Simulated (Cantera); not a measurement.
Feed: 1 mol MgCl₂, 0.37 mol HCl, 35 mol H₂, at 0.100 bar.

These are equilibrium values from Cantera (NASA tables, ideal gas, pure condensed phases), not measurements of a reactor. Candidate condensed phases: Mg, MgCl₂; 10 gas species. The numbers say what is thermodynamically allowed, not how fast it happens.

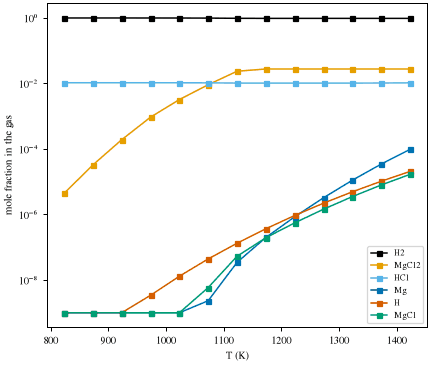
*Equilibrium gas composition (values under 1e-9 drawn at 1e-9)*

From 823 K to 973 K the condensed part is MgCl₂(s). From 1023 K to 1123 K the condensed part is MgCl₂(l). From 1173 K to 1423 K nothing is condensed. The main Mg-bearing gas is MgCl₂ throughout.
